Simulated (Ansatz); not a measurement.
# One shape, several levels: SnNH5 (SMILES [NH2][SnH3])

Wanted: a comparison of 6 runs (HF/STO-3G, HF/def2-SVP, r2SCAN/3-21G, CAM-B3LYP/def2-SVP, PBE0/def2-SVP, MP2/def2-SVP) of SnNH5. 

The results are computed with Ansatz 0.2.0.

14 further runs of the same task are left out: 6 for a known fault of the program, 2 that didn't finish, 6 set aside as unsound or not needed.

## (1) The system as given

The species is SnNH5 (7 atoms), meant as a singlet with charge 0. SMILES: `[NH2][SnH3]`. Geometry: relaxed at PBE0-D4/def2-TZVP.

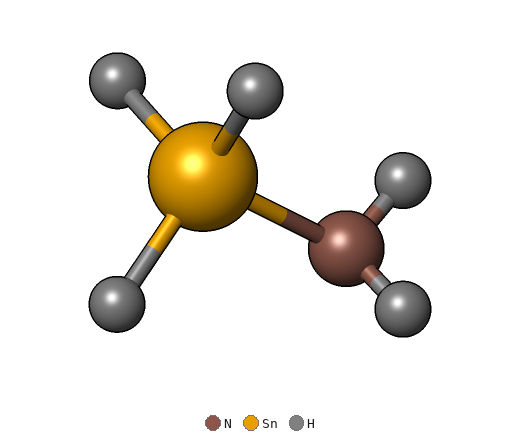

The structure, seen from a chosen angle (nitrogen brown, tin amber, hydrogen grey).

## (2) Energy and forces at HF/STO-3G (run 1)

File run.yaml:

```yaml
crystal:
  periodic: [false, false, false]
  atoms:
    - {symbol: "N", position_ang: [-0.499600, -1.183300, 0.116600]}
    - {symbol: Sn, position_ang: [0.136800, 0.730400, -0.135600]}
    - {symbol: H, position_ang: [-0.001800, -1.844500, -0.466500]}
    - {symbol: H, position_ang: [-0.413700, -1.504900, 1.072700]}
    - {symbol: H, position_ang: [-0.115800, 1.092800, -1.781700]}
    - {symbol: H, position_ang: [-0.836300, 1.684400, 0.888000]}
    - {symbol: H, position_ang: [1.791700, 0.957100, 0.260900]}
basis:
  gaussian:
    orbitals: STO-3G
accuracy: high
output: {forces: true, orbitals: {seedname: orbitals}}
hamiltonian:
  xc: hf
```

Run with:

```sh
ansatz run run.yaml --threads 1 --pin off --max-ram 2610MiB --events-out events.jsonl --progress --plain --runs-dir runs
```

The log of the run:

```text
Warning: RAYON_NUM_THREADS=1 ignored (pool sized by the plan → 1); use --threads N
Functional definition: HF
  name "HF"
  exchange = exact_x
  correlation = 0
694 factors; integrals over basis functions are off by at most 4.5e-9 eV
mean field evaluation 1: about -163810.2066 eV, gradient 1.5e1 eV
mean field evaluation 2: about -163810.2336 eV, gradient 1.5e1 eV
mean field evaluation 4: about -163811.0008 eV, gradient 8.6e-1 eV
mean field evaluation 8: about -163811.0035 eV, gradient 5.5e-6 eV
mean field -163811.00354110 eV, -6019.9433450494 hartree, gradient 2.5e-8 eV, S^2 0.000000; 0 other end points of the search recorded, 0 dependent functions left out
the calculation of the forces begins
reference -163811.00354110 eV, -6019.9433450494 hartree; 31, 31 occupied and 6, 6 virtual orbitals, 694 factors
Total energy: -163811.00354110 eV, -6019.9433450494 hartree
Atom 0 at    -0.499600    -1.183300     0.116600 Å, force    -0.100008     1.886483    -0.445010 eV/Å
Atom 1 at     0.136800     0.730400    -0.135600 Å, force    -0.064926     0.371838    -0.099304 eV/Å
Atom 2 at    -0.001800    -1.844500    -0.466500 Å, force     0.360629    -0.653616    -0.177655 eV/Å
Atom 3 at    -0.413700    -1.504900     1.072700 Å, force     0.160866    -0.488918     0.571173 eV/Å
Atom 4 at    -0.115800     1.092800    -1.781700 Å, force     0.228399    -0.202167     1.254425 eV/Å
Atom 5 at    -0.836300     1.684400     0.888000 Å, force     0.780707    -0.655590    -0.791996 eV/Å
Atom 6 at     1.791700     0.957100     0.260900 Å, force    -1.365666    -0.258031    -0.311633 eV/Å
Dipole moment:     0.300121     0.061249     0.066771 e Å
```

It took 1.2 s on 1 thread of Arm Neoverse V2, shared host.

## (3) Energy and gradient at HF/def2-SVP (core potential) (run 2)

File job.yaml:

```yaml
crystal:
  periodic: [false, false, false]
  atoms:
    - symbol: N
      position_ang: [-0.499600, -1.183300, 0.116600]
    - symbol: Sn
      position_ang: [0.136800, 0.730400, -0.135600]
    - symbol: H
      position_ang: [-0.001800, -1.844500, -0.466500]
    - symbol: H
      position_ang: [-0.413700, -1.504900, 1.072700]
    - symbol: H
      position_ang: [-0.115800, 1.092800, -1.781700]
    - symbol: H
      position_ang: [-0.836300, 1.684400, 0.888000]
    - symbol: H
      position_ang: [1.791700, 0.957100, 0.260900]
basis:
  gaussian:
    orbitals: def2-SVP
hamiltonian:
  xc: hf
accuracy: high
output: {forces: true, orbitals: {seedname: orbitals}}
```

Run with:

```sh
ansatz run job.yaml --threads 1 --pin off --max-ram 2610MiB --events-out events.jsonl --progress --plain --runs-dir runs
```

The log of the run, cut to the lines that bear on the results:

```text
Warning: RAYON_NUM_THREADS=1 ignored (pool sized by the plan → 1); use --threads N
Functional definition: HF
  name "HF"
[...]
1601 factors; integrals over basis functions are off by at most 3.1e-9 eV
[...]
mean field -7364.20476067 eV, -270.6295333175 hartree, gradient 5.4e-8 eV, S^2 0.000000; 0 other end points of the search recorded, 0 dependent functions left out
[...]
reference -7364.20476067 eV, -270.6295333175 hartree; 17, 17 occupied and 48, 48 virtual orbitals, 1601 factors
Total energy: -7364.20476067 eV, -270.6295333175 hartree
Atom 0 at    -0.499600    -1.183300     0.116600 Å, force     0.397026    -0.419216     0.197184 eV/Å
Atom 1 at     0.136800     0.730400    -0.135600 Å, force    -0.038524     0.184964    -0.050580 eV/Å
Atom 2 at    -0.001800    -1.844500    -0.466500 Å, force    -0.252725     0.114305     0.195627 eV/Å
Atom 3 at    -0.413700    -1.504900     1.072700 Å, force    -0.114988     0.000503    -0.317962 eV/Å
Atom 4 at    -0.115800     1.092800    -1.781700 Å, force     0.009677     0.057637    -0.050981 eV/Å
Atom 5 at    -0.836300     1.684400     0.888000 Å, force    -0.009838     0.073883     0.021684 eV/Å
Atom 6 at     1.791700     0.957100     0.260900 Å, force     0.009372    -0.012076     0.005028 eV/Å
Dipole moment:     0.252689    -0.050731     0.078772 e Å
```

It took 2.6 s on 1 thread of Arm Neoverse V2, shared host.

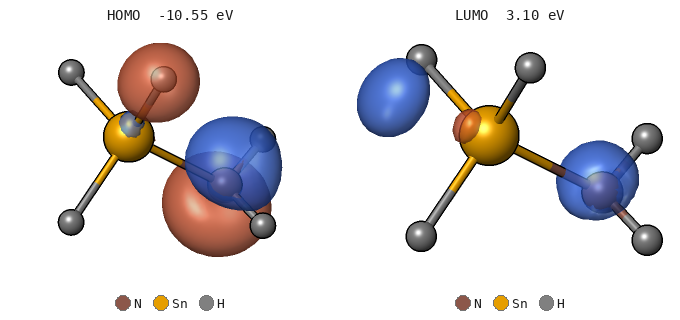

Frontier orbitals of this run, surfaces at ±0.2 Å^-3/2.

Runs 3 to 5 aren't shown in full; the table further down has their settings and results.

## (4) Energy and forces at MP2/def2-SVP (core potential) (run 6)

File input.yaml:

```yaml
crystal:
  periodic: [false, false, false]
  atoms:
    - symbol: N
      position_ang: [-0.499600, -1.183300, 0.116600]
    - symbol: Sn
      position_ang: [0.136800, 0.730400, -0.135600]
    - symbol: H
      position_ang: [-0.001800, -1.844500, -0.466500]
    - symbol: H
      position_ang: [-0.413700, -1.504900, 1.072700]
    - symbol: H
      position_ang: [-0.115800, 1.092800, -1.781700]
    - symbol: H
      position_ang: [-0.836300, 1.684400, 0.888000]
    - symbol: H
      position_ang: [1.791700, 0.957100, 0.260900]
basis:
  gaussian: {orbitals: def2-SVP}
correlation: {method: mp2, frozen_orbitals: {H: 0, "N": 1, Sn: 4}}
output: {forces: true, orbitals: {seedname: orbitals}}
accuracy: high
```

Run with:

```sh
ansatz run input.yaml --threads 1 --pin off --max-ram 2610MiB --events-out events.jsonl --progress --plain --runs-dir runs
```

The log of the run, cut to the lines that bear on the results:

```text
Warning: RAYON_NUM_THREADS=1 ignored (pool sized by the plan → 1); use --threads N
Functional definition: HF
  name "HF"
[...]
1601 factors; integrals over basis functions are off by at most 3.1e-9 eV
[...]
mean field -7364.20476067 eV, -270.6295333175 hartree, gradient 5.4e-8 eV, S^2 0.000000; 0 other end points of the search recorded, 0 dependent functions left out
5 core orbitals not correlated: weight in the atoms' cores, before any rotation towards them, 1.000 or more for the frozen orbitals, at most 0.000 for the correlated occupied ones
reference -7364.20476067 eV, -270.6295333175 hartree; 12, 12 occupied and 48, 48 virtual orbitals, 1601 factors
second order -8.16757155 eV of doubles, -0.00000000 eV of singles
[...]
Total energy: -7372.37233223 eV, -270.9296860359 hartree
Atom 0 at    -0.499600    -1.183300     0.116600 Å, force    -0.264938     0.013054    -0.075458 eV/Å
Atom 1 at     0.136800     0.730400    -0.135600 Å, force     0.124218     0.299695    -0.032283 eV/Å
Atom 2 at    -0.001800    -1.844500    -0.466500 Å, force     0.131039    -0.238992    -0.153168 eV/Å
Atom 3 at    -0.413700    -1.504900     1.072700 Å, force     0.015800    -0.144317     0.278418 eV/Å
Atom 4 at    -0.115800     1.092800    -1.781700 Å, force     0.009044     0.023717     0.037549 eV/Å
Atom 5 at    -0.836300     1.684400     0.888000 Å, force     0.028578     0.007948    -0.034458 eV/Å
Atom 6 at     1.791700     0.957100     0.260900 Å, force    -0.043741     0.038895    -0.020601 eV/Å
Dipole moment:     0.218830    -0.088704     0.078081 e Å
```

Run time: 4.8 s. Hardware: 1 thread of Arm Neoverse V2, shared host.

## (5) Overview of the runs

```csv
run,level,core potential,frozen core orbitals,energy (Eh),dipole moment (D),HOMO energy (eV),LUMO energy (eV),wall time
1,HF/STO-3G,none,–,-6019.943345,1.51,-7.77,11.08,1.2 s
2,HF/def2-SVP (core potential),def2-SVP,–,-270.629533,1.29,-10.55,3.10,2.6 s
3,r2SCAN/3-21G,none,–,-6056.080293,1.53,-5.22,0.16,9 s
4,CAM-B3LYP/def2-SVP (core potential),def2-SVP,–,-271.929723,1.19,-8.32,1.20,7.2 s
5,PBE0/def2-SVP (core potential),def2-SVP,–,-271.912520,1.17,-6.95,0.28,6.6 s
6,MP2/def2-SVP (core potential),def2-SVP,5,-270.929686,1.19,-10.55,3.10,4.8 s
```

## (6) What came out

| quantity | value |
| --- | --- |
| run 6: total energy | -270.92969 Eh |
| run 6: dipole moment (correlated density) | 1.19 D |
| run 6: HOMO energy (Hartree–Fock orbitals) | -10.55 eV |
| run 6: LUMO energy (Hartree–Fock orbitals) | 3.10 eV |
| run 6: HOMO–LUMO gap (Hartree–Fock orbitals) | 13.65 eV |
| run 6: correlation energy (5 core orbitals frozen) | -300.2 mEh |
| run 6: largest force on an atom | 0.326 eV/Å |

In words: The dipole moment (its size) runs from 1.17 D (PBE0/def2-SVP) to 1.53 D (r2SCAN/3-21G). The two ends differ in method and basis and core potential. Over runs 1, 2, 3, 4, 5 the HOMO–LUMO gap runs from 5.38 eV (r2SCAN/3-21G) to 18.85 eV (HF/STO-3G). The two ends differ in method and basis. Totals of different functionals can't be ranked against each other. Some runs of one species differ in core potentials or relativity; totals across that change don't compare. In run 1 the basis is minimal, so the values are rough. In runs 1, 3 relativity is left out where basis or elements ask for it. All runs together took 32 s, the longest 9 s.
